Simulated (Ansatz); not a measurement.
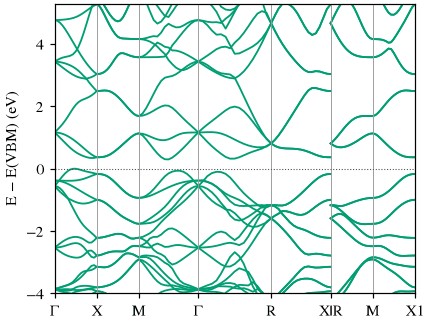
Fig. 1. Band structure from the program Ansatz at the r²SCAN level (PAW)

The gap is 0.29 eV; an edge lies off the plotted path or next to a special point (maximum on the Γ–X line, 47 % of the way from Γ, minimum off the standard path).

The material is SiRu in space group P2_13 (No. 198; Si on 4a, Ru on 4a).

The cell was relaxed with r²SCAN under the symmetry of its start. The run is not spin-polarised. Spin–orbit coupling is left out wherever it is not named.

Potentials: the later of the program's two PAW sets.
